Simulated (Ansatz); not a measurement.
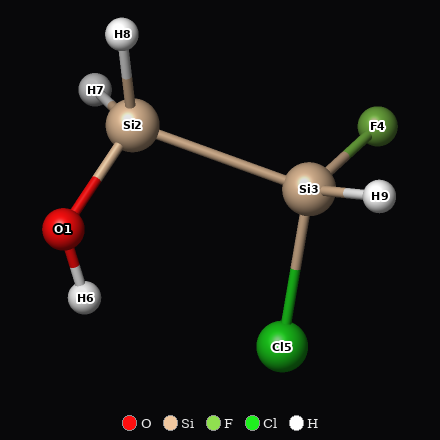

The system is ClFH₄OSi₂ (SMILES O[SiH2][SiH](F)Cl) with the probe Li+; the picture shows it without the atoms that are moved over the map. 
- The probe is moved over the plane through the molecule's long axis and the normal of its main plane.
- First axis: x of the probe's Li atom. Second axis: z of the probe's Li atom.
- Nothing is relaxed (molecule and probe rigid).
- Grid: 13 × 11 points. At 26 points there is no value (left out of the scan, as a rule where atoms come close).
- Points are written as (first, second).
- All energies are given in kJ/mol relative to the lowest grid point.
- Energies and slopes of some neighbouring points disagree (a jump in structure or state, or too coarse a mesh).
- Computed with RKS PBE-D4/def2-SVP (Ansatz).

Range: x of the probe's Li atom from −5.76 to 5.76 Å; z of the probe's Li atom from −4.80 to 4.80 Å.

Question: What will the energy surface look like?

Answer: The lowest grid point is at (−3.84 Å, 0.96 Å) [nearest 1 O at 1.76 Å]. The highest grid point, (−0.96 Å, −1.92 Å) [nearest 1 H at 1.45 Å], lies 186 kJ/mol above the lowest.

```
z of the probe's Li atom ↓, x of the probe's Li atom →  −5.76  −4.80  −3.84  −2.88  −1.92  −0.96  0.00  0.96  1.92  2.88  3.84  4.80  5.76
                                                  4.80    143    142    141    141    142    140   134   129   130   136   142   145   146
                                                  3.84    138    134    128    124    125    123   111   108   104   116   132   140   143
                                                  2.88    130    115     96     83     89    110   148     –     –   102   118   133   140
                                                  1.92    118     85     39     25     69    132     –     –     –    96    97   121   134
                                                  0.96    105     51      0      –      –      –     –     –     –   125    72   103   127
                                                  0.00    101     39      –      –      –      –     –     –     –     –    43    89   121
                                                 −0.96    108     58     20      –      –      –     –     –     –     –    41    91   122
                                                 −1.92    122     94     60     59    132    186   103    73    43    39    68   105   126
                                                 −2.88    134    122    105     90     91     91    83    75    75    85   104   122   132
                                                 −3.84    141    137    131    122    114    108   109   111   114   119   126   132   137
                                                 −4.80    144    143    141    138    134    132   131   132   133   134   136   138   140
```

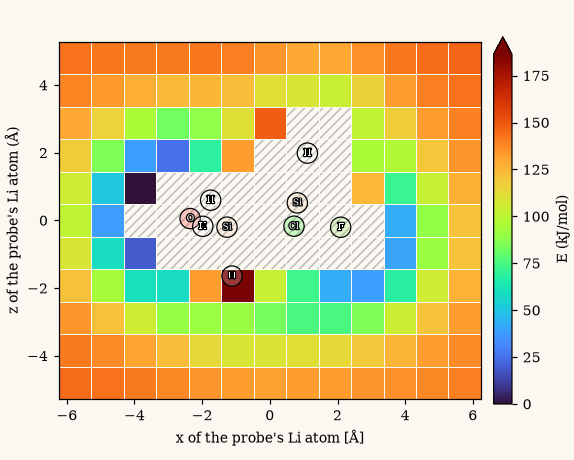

The picture shows one coloured cell a grid point, labelled circles for the molecule's atoms, projected on the plane, one colour for all values above the top of the scale, hatched blanks where no value was computed.

Each point was launched as `ansatz run input.yaml --threads 1 --pin off --max-ram 2560MiB --backend cpu --events-out ev --progress --plain --runs-dir out`. The whole map (117 points run) took 9.2 min on 1 thread of Arm Neoverse V2, with other jobs on the host.
